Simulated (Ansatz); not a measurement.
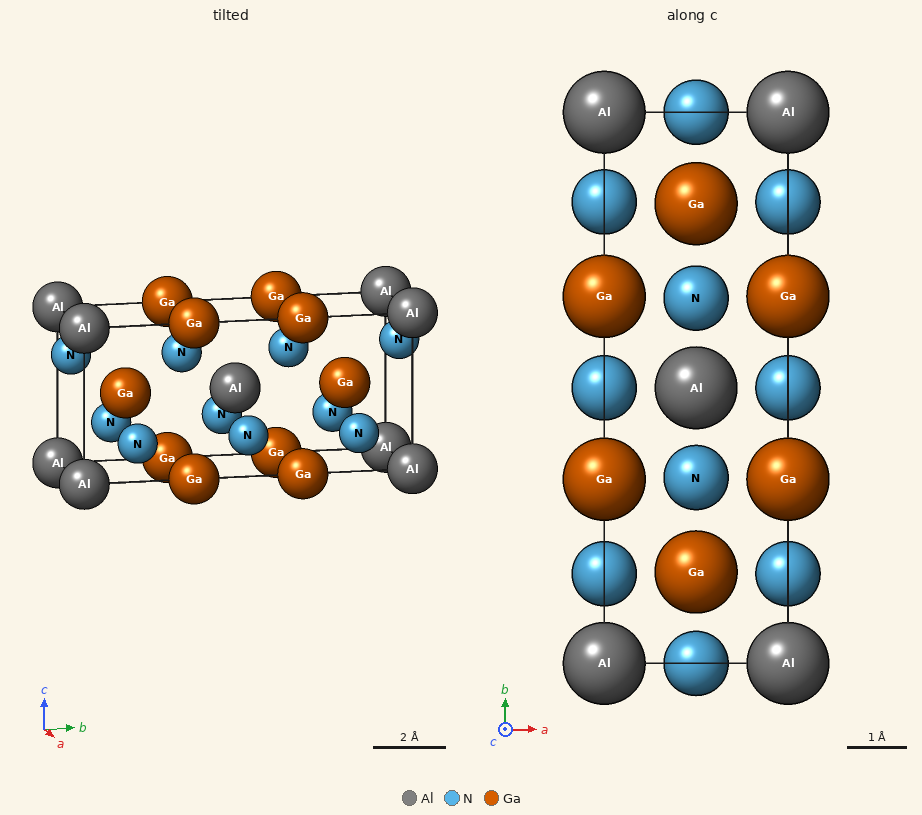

This spheres-only model is shown slightly off an axis and along the c axis. The frame is the conventional unit cell; atoms at its boundary are shown with their periodic copies.

AlGa$_{2}$N$_{3}$, space group Imm2 (No. 44), a = 3.151 Å, b = 9.453 Å, c = 4.451 Å, α = 90.00°, β = 90.00°, γ = 90.00°. The starting point was a structure type filled with these elements by a generator (whether the compound takes this form wasn't checked). Earlier steps of the study may have refined or changed the cell and positions. A calculation with Ansatz used it as input.

This one geometry was computed with Ansatz (DFT, plane waves, PAW) at five levels of theory: HSE06, PBE, PBE0, r2SCAN and PBE with spin-orbit coupling. It was relaxed beforehand with r2SCAN.

Which level gives the highest pressure at this volume, and what does that say about its equilibrium volume?

Answer. Highest: PBE (5.7 GPa) and PBE with spin-orbit coupling (5.7 GPa), which points to the largest equilibrium volume. Lowest, with the smallest volume: HSE06 (-0.2 GPa), PBE0 (-0.4 GPa) and r2SCAN (0.0 GPa). Levels within 0.5 GPa of each other can't be told apart.

How does the band gap change with the level of theory?

Answer. PBE with spin-orbit coupling: a gap of 2.48 eV, direct; PBE: a gap of 2.48 eV, direct; r2SCAN: a gap of 2.96 eV, direct; HSE06: a gap of 3.76 eV, direct; PBE0: a gap of 4.46 eV, direct.

Collect the results in a table.

Answer.
| level | cutoff (eV) | k-mesh of the run's cell | gap (eV) | pressure (GPa) |
| --- | --- | --- | --- | --- |
| HSE06 | 420 | 6×6×6 | 3.76 | -0.2 |
| PBE | 420 | 10×10×10 | 2.48 | 5.7 |
| PBE0 | 420 | 6×6×6 | 4.46 | -0.4 |
| r2SCAN | 500 | 10×10×10 | 2.96 | 0.0 |
| PBE with spin-orbit coupling | 420 | 10×10×10 | 2.48 | 5.7 |

Gaps are taken on the k-mesh or band path of each run.
